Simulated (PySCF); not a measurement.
Reaction (SMILES): PP (P2H4) + [H][H] (H2) → 2 P (PH3)
B3LYP-D3(BJ)/def2-TZVP geometries, fixed; electronic energies without zero-point terms.

Basis-set convergence of the energy of full hydrogenation at PBE with PySCF. All functions are spherical. Density fitting with generated auxiliary sets. In sets without p functions on hydrogen, species with hydrogen take exact integrals. No added dispersion term, no relativity. Functions are those of the species that has most. Reference: the value in pcseg-3, -3.58 kcal/mol, itself unsure by roughly 0.04 kcal/mol (its mean distance from def2-QZVPP, cc-pV(Q+d)Z). Deviations are taken from unrounded values. Cost is core time over that of 6-31G**, rough, on shared machines of one kind; a dash marks a row that isn't timed (too short, read off another run, short of memory, by another algorithm or on other hardware).

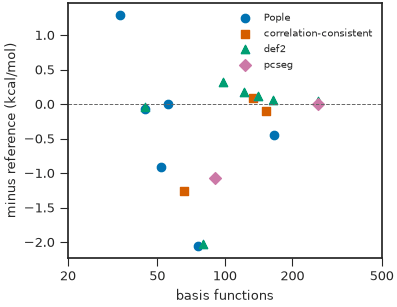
*Deviation from the reference against the number of basis functions, by family of sets.*

```json
[
 {"basis": "6-31G", "functions": "34", "energy of full hydrogenation (kcal/mol)": "-2.28", "minus reference (kcal/mol)": "1.29", "cost": "-"},
 {"basis": "6-31G*", "functions": "44", "energy of full hydrogenation (kcal/mol)": "-3.65", "minus reference (kcal/mol)": "-0.07", "cost": "-"},
 {"basis": "def2-SV(P)", "functions": "44", "energy of full hydrogenation (kcal/mol)": "-3.62", "minus reference (kcal/mol)": "-0.04", "cost": "-"},
 {"basis": "6-31+G*", "functions": "52", "energy of full hydrogenation (kcal/mol)": "-4.49", "minus reference (kcal/mol)": "-0.91", "cost": "-"},
 {"basis": "6-31G**", "functions": "56", "energy of full hydrogenation (kcal/mol)": "-3.57", "minus reference (kcal/mol)": "0.01", "cost": "1×"},
 {"basis": "cc-pV(D+d)Z", "functions": "66", "energy of full hydrogenation (kcal/mol)": "-4.83", "minus reference (kcal/mol)": "-1.26", "cost": "1×"},
 {"basis": "6-311G**", "functions": "76", "energy of full hydrogenation (kcal/mol)": "-5.63", "minus reference (kcal/mol)": "-2.06", "cost": "1×"},
 {"basis": "def2-SVPD", "functions": "80", "energy of full hydrogenation (kcal/mol)": "-5.60", "minus reference (kcal/mol)": "-2.02", "cost": "1×"},
 {"basis": "aug-pcseg-1", "functions": "90", "energy of full hydrogenation (kcal/mol)": "-4.65", "minus reference (kcal/mol)": "-1.08", "cost": "2×"},
 {"basis": "def2-TZVP", "functions": "98", "energy of full hydrogenation (kcal/mol)": "-3.26", "minus reference (kcal/mol)": "0.32", "cost": "2×"},
 {"basis": "def2-TZVPD", "functions": "122", "energy of full hydrogenation (kcal/mol)": "-3.40", "minus reference (kcal/mol)": "0.17", "cost": "2×"},
 {"basis": "cc-pV(T+d)Z", "functions": "134", "energy of full hydrogenation (kcal/mol)": "-3.49", "minus reference (kcal/mol)": "0.08", "cost": "2×"},
 {"basis": "def2-TZVPP", "functions": "140", "energy of full hydrogenation (kcal/mol)": "-3.46", "minus reference (kcal/mol)": "0.12", "cost": "2×"},
 {"basis": "jun-cc-pV(T+d)Z", "functions": "152", "energy of full hydrogenation (kcal/mol)": "-3.68", "minus reference (kcal/mol)": "-0.10", "cost": "3×"},
 {"basis": "def2-TZVPPD", "functions": "164", "energy of full hydrogenation (kcal/mol)": "-3.52", "minus reference (kcal/mol)": "0.05", "cost": "3×"},
 {"basis": "6-311++G(3df,3pd)", "functions": "166", "energy of full hydrogenation (kcal/mol)": "-4.02", "minus reference (kcal/mol)": "-0.44", "cost": "3×"},
 {"basis": "def2-QZVPP", "functions": "260", "energy of full hydrogenation (kcal/mol)": "-3.53", "minus reference (kcal/mol)": "0.05", "cost": "7×"},
 {"basis": "pcseg-3", "functions": "260", "energy of full hydrogenation (kcal/mol)": "-3.58", "minus reference (kcal/mol)": "0.00", "cost": "8×"}
]
```
